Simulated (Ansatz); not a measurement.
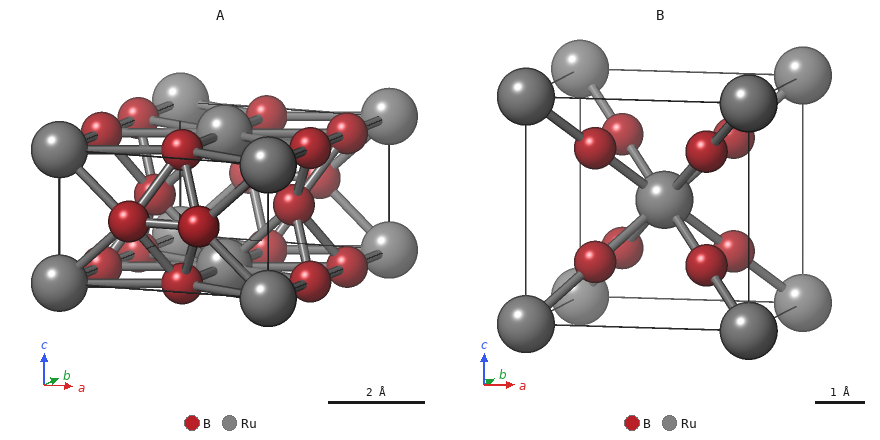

Two structures of B4Ru, each relaxed to rest (conventional cells in solid outline, small ones repeated, not to one scale). Method: Ansatz, DFT PBE, scalar-relativistic, plane waves, PAW, without spin polarisation.

Name structures A and B.

Answer. A: 10 atoms a cell on a base-centred orthorhombic lattice, Cmmm. B: 10 atoms a cell on a body-centred cubic lattice, Im-3m.

What is the energy order of the two?

Answer. A is lower, by 431 meV/atom at this level of theory (energies at zero smearing). Volumes: A 8.6, B 10.5 Å³/atom.

One or both may be structure types tried for this composition rather than known phases.
